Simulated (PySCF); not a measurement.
## C$_{2}$H$_{7}$ClOSi$_{2}$: a changed input and its effect

System: C$_{2}$H$_{7}$ClOSi$_{2}$, SMILES Cl[Si@@H]1CC[SiH2]O1.
Method of run 1: GIAO PBE0/pcSseg-1 NMR shielding, non-relativistic, gas phase (PySCF 2.14.0).

The geometry comes from this level: GFN2-xTB, MD frame at 250 fs, 600 K. Text and figures count atoms from 1; the logs count them from 0 in places.

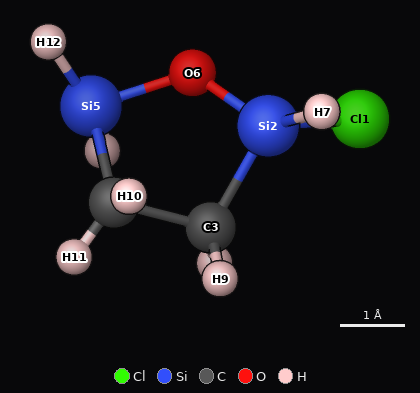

**Figure 1.** The structure (ball-and-stick view, seen at a tilt; atoms are numbered from 1 in the order of the input).

### Input, run 1
```
{"job": {"kind": "nmr", "xc": "PBE0", "basis": "pcSseg-1", "pop": false}, "charge": 0, "multiplicity": 1}
Cl    -0.774500     2.654000    -1.607300
Si    -0.293500     1.593700    -0.062400
C      1.014200     0.367000    -0.608000
C      0.732600    -0.892400     0.424700
Si    -1.092800    -1.243800     0.130600
O     -1.427100     0.404900    -0.078100
H      0.024700     2.769400     0.873800
H      1.197400     0.080800    -1.651800
H      2.039100     0.551100    -0.304500
H      1.065400    -0.358800     1.363400
H      1.488200    -1.639100     0.328400
H     -1.842100    -1.543400     1.237600
H     -0.934300    -1.556500    -1.376100
```

The first line tells a small driver script what to run in PySCF; the rest is the geometry in Å.

Launched with:
```bash
OMP_NUM_THREADS=1 python <driver script> task.json out
```

Hardware: 1 CPU thread, shared host.

### Output (run 1)
```
coarse grid: 12472 points
cycle   1  E = -1194.0678237185  dE =  8.061e-01  |g| = 8.612e-01  |ddm| = 3.370e+00
cycle   2  E = -1193.7540360429  dE =  3.138e-01  |g| = 1.514e+00  |ddm| = 2.261e+00
cycle   3  E = -1194.2102176439  dE = -4.562e-01  |g| = 1.591e-01  |ddm| = 1.698e+00
cycle   4  E = -1194.2151566030  dE = -4.939e-03  |g| = 6.145e-02  |ddm| = 2.090e-01
cycle   5  E = -1194.2160192032  dE = -8.626e-04  |g| = 1.445e-02  |ddm| = 6.410e-02
cycle   6  E = -1194.2160708179  dE = -5.161e-05  |g| = 3.023e-03  |ddm| = 1.897e-02
cycle   7  E = -1194.2160728437  dE = -2.026e-06  |g| = 7.114e-04  |ddm| = 3.927e-03
final grid: 106832 points
cycle   8  E = -1194.2592409447  dE = -1.765e-05  |g| = 8.690e-03  |ddm| = 2.055e-02
cycle   9  E = -1194.2592217991  dE =  1.915e-05  |g| = 1.306e-02  |ddm| = 1.618e-02
cycle  10  E = -1194.2592551062  dE = -3.331e-05  |g| = 1.292e-03  |ddm| = 1.042e-02
cycle  11  E = -1194.2592553895  dE = -2.833e-07  |g| = 3.255e-04  |ddm| = 1.334e-03
cycle  12  E = -1194.2592554148  dE = -2.522e-08  |g| = 5.738e-05  |ddm| = 3.556e-04
cycle  13  E = -1194.2592554155  dE = -7.435e-10  |g| = 1.656e-05  |ddm| = 8.463e-05
converged SCF energy = -1194.2592554155

GIAO shielding tensors (ppm)
atom      isotropic    diamagn.    paramagn.     s11        s22        s33       span
  0 Cl     875.630    1148.338    -272.708    735.170    920.988    970.731    235.560
  1 Si     361.867     877.312    -515.444    320.318    346.968    418.316     97.998
  2 C      163.860     254.446     -90.586    149.166    163.520    178.893     29.728
  3 C      158.875     255.282     -96.407    137.904    167.579    171.143     33.239
  4 Si     354.246     879.473    -525.226    319.840    348.874    394.025     74.185
  5 O      230.095     401.529    -171.434    138.567    245.675    306.042    167.475
  6 H       24.463      26.115      -1.652     19.606     22.942     30.840     11.234
  7 H       30.168      32.051      -1.884     25.866     28.053     36.585     10.719
  8 H       30.371      32.621      -2.250     25.049     29.485     36.577     11.528
  9 H       29.698      32.414      -2.716     24.618     28.447     36.028     11.410
 10 H       30.675      32.646      -1.970     26.002     28.029     37.994     11.992
 11 H       26.708      29.402      -2.694     22.620     24.389     33.116     10.496
 12 H       24.805      27.939      -3.134     21.156     22.585     30.675      9.519
```

The input of run 2 differs as follows (lines with − go, lines with + come):
```diff
-Cl    -0.774500     2.654000    -1.607300
-Si    -0.293500     1.593700    -0.062400
-C      1.014200     0.367000    -0.608000
-C      0.732600    -0.892400     0.424700
-Si    -1.092800    -1.243800     0.130600
-O     -1.427100     0.404900    -0.078100
-H      0.024700     2.769400     0.873800
-H      1.197400     0.080800    -1.651800
-H      2.039100     0.551100    -0.304500
-H      1.065400    -0.358800     1.363400
-H      1.488200    -1.639100     0.328400
-H     -1.842100    -1.543400     1.237600
-H     -0.934300    -1.556500    -1.376100
+Cl     1.327800     1.603800    -1.482100
+Si    -0.356800     1.649100    -0.355400
+C     -0.092700     0.648400     1.157300
+C     -0.979800    -0.549600     1.184700
+Si    -2.089100    -0.506500    -0.362000
+O     -1.443300     0.690400    -1.194900
+H     -0.850800     3.044400    -0.718200
+H      0.974100     0.403800     1.165600
+H     -0.233000     1.046700     2.109800
+H     -1.663800    -0.658200     1.986600
+H     -0.371600    -1.468700     1.182400
+H     -3.333400     0.149100    -0.090500
+H     -1.791600    -1.794400    -1.078700
```

What does this change do to the results?

With the same method and basis, run 2 lies 27.1 kcal/mol lower. The HOMO goes from −8.04 to −8.15 eV. The LUMO goes from −0.66 to −0.06 eV. The dipole moment goes from 3.47 to 3.55 D. Of all shieldings, the largest change is that of Si2, by −38.2 ppm. The number of SCF iterations is the same.

### Output (run 2)
```
coarse grid: 12472 points
cycle   1  E = -1194.1165108806  dE =  9.291e-01  |g| = 8.553e-01  |ddm| = 3.426e+00
cycle   2  E = -1193.8840651150  dE =  2.324e-01  |g| = 1.388e+00  |ddm| = 1.998e+00
cycle   3  E = -1194.2541721914  dE = -3.701e-01  |g| = 1.512e-01  |ddm| = 1.428e+00
cycle   4  E = -1194.2586020458  dE = -4.430e-03  |g| = 5.390e-02  |ddm| = 1.907e-01
cycle   5  E = -1194.2592655442  dE = -6.635e-04  |g| = 1.168e-02  |ddm| = 5.544e-02
cycle   6  E = -1194.2592973219  dE = -3.178e-05  |g| = 3.060e-03  |ddm| = 1.670e-02
cycle   7  E = -1194.2592993688  dE = -2.047e-06  |g| = 6.241e-04  |ddm| = 3.942e-03
final grid: 106832 points
cycle   8  E = -1194.3023492674  dE = -2.053e-05  |g| = 8.866e-03  |ddm| = 1.981e-02
cycle   9  E = -1194.3023282489  dE =  2.102e-05  |g| = 1.346e-02  |ddm| = 1.704e-02
cycle  10  E = -1194.3023641660  dE = -3.592e-05  |g| = 1.117e-03  |ddm| = 1.086e-02
cycle  11  E = -1194.3023643601  dE = -1.941e-07  |g| = 3.112e-04  |ddm| = 1.116e-03
cycle  12  E = -1194.3023643826  dE = -2.243e-08  |g| = 5.247e-05  |ddm| = 3.299e-04
cycle  13  E = -1194.3023643831  dE = -5.648e-10  |g| = 1.709e-05  |ddm| = 7.464e-05
converged SCF energy = -1194.3023643831

GIAO shielding tensors (ppm)
atom      isotropic    diamagn.    paramagn.     s11        s22        s33       span
  0 Cl     849.327    1149.699    -300.372    727.729    854.476    965.776    238.047
  1 Si     323.631     878.123    -554.492    263.281    316.692    390.920    127.639
  2 C      182.438     253.437     -70.999    163.342    183.735    200.237     36.895
  3 C      181.690     254.713     -73.022    164.107    180.462    200.502     36.395
  4 Si     351.337     880.982    -529.645    275.200    359.509    419.304    144.104
  5 O      240.107     399.968    -159.861    135.284    276.207    308.830    173.546
  6 H       24.769      25.613      -0.844     20.440     22.895     30.972     10.532
  7 H       30.603      32.325      -1.723     24.571     29.403     37.834     13.263
  8 H       30.726      30.884      -0.158     23.610     30.070     38.499     14.888
  9 H       31.754      31.745       0.009     26.751     28.848     39.663     12.912
 10 H       30.085      32.358      -2.272     24.472     27.759     38.026     13.554
 11 H       26.360      28.966      -2.605     21.744     23.941     33.396     11.652
 12 H       25.487      28.512      -3.025     22.068     23.212     31.179      9.111
```

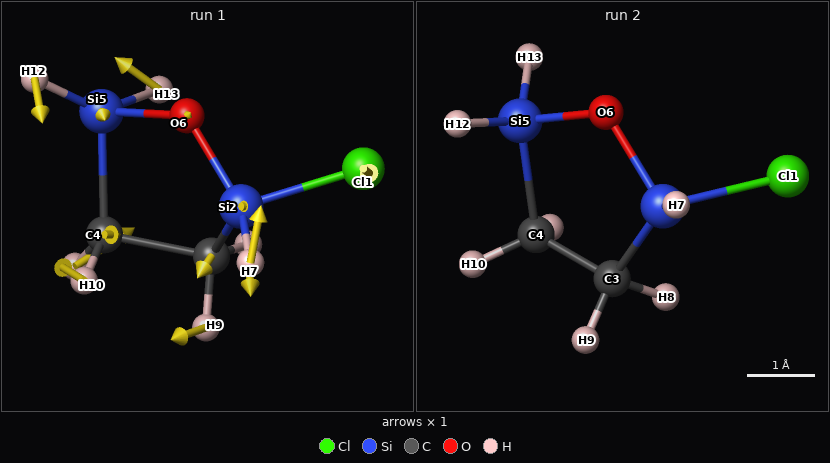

**Figure 2.** The two input geometries at one scale (ball-and-stick view, seen at a tilt). The yellow arrows on the first give the shifts of the atoms after the best rigid fit, at true length. The atom that moves furthest after the best rigid fit is an H atom (1.21 Å). By element the largest moves are H 1.21 Å, Cl 0.62 Å, C 0.50 Å, Si 0.27 Å, O 0.09 Å. Among the contacts that change: C–C 1.653 → 1.491 Å, O–Si 1.695 → 1.595 Å, Cl–Si 1.935 → 2.027 Å, C–H 1.130 → 1.060 Å.

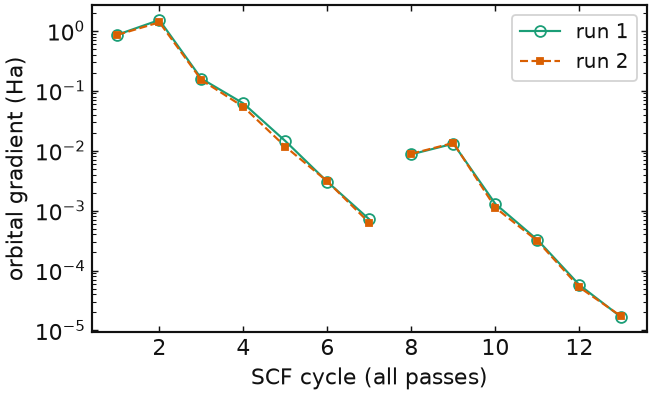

**Figure 3.** Convergence of the two runs: orbital gradient against the SCF cycle. A break in a curve parts two SCF passes (coarse and final grid). Run 1 takes 13 cycles in all, and run 2 takes 13.

### The two runs side by side

| quantity | run 1 | run 2 |
| --- | --- | --- |
| outcome | converged | converged |
| total energy (hartree) | −1194.259255 | −1194.302364 |
| HOMO (eV) | −8.04 | −8.15 |
| LUMO (eV) | −0.66 | −0.06 |
| dipole moment (D) | 3.47 | 3.55 |
| shielding of Cl1 (ppm) | 875.6 | 849.3 |
| shielding of Si2 (ppm) | 361.9 | 323.6 |
| shielding of C3 (ppm) | 163.9 | 182.4 |
| shielding of C4 (ppm) | 158.9 | 181.7 |
| shielding of Si5 (ppm) | 354.2 | 351.3 |
| shielding of O6 (ppm) | 230.1 | 240.1 |
| shielding of H10 (ppm) | 29.7 | 31.8 |
| SCF iterations | 13 | 13 |
| basis functions | 158 | 158 |
| wall time (shared host) | 52 s | 47 s |
